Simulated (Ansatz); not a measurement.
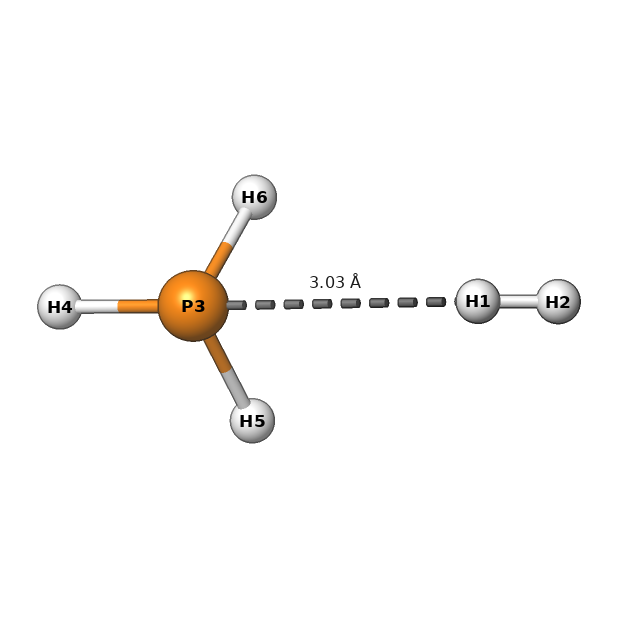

Two molecules or ions; the broken line marks their closest contact (measured against van der Waals radii). Geometry: a pair of rigid molecules at a changed separation. Program: Ansatz 0.2.0.

Which two species are they?

Answer. H2 and PH3 (`P.[H][H]`).

Give the counterpoise-corrected interaction energy (kcal/mol, monomers kept as in the pair) with RHF-CCSD(T) (frozen core)/def2-TZVPPD.

| level | interaction energy (kcal/mol) |
| --- | --- |
| RHF-CCSD(T) (frozen core)/def2-TZVPPD | −0.1 |
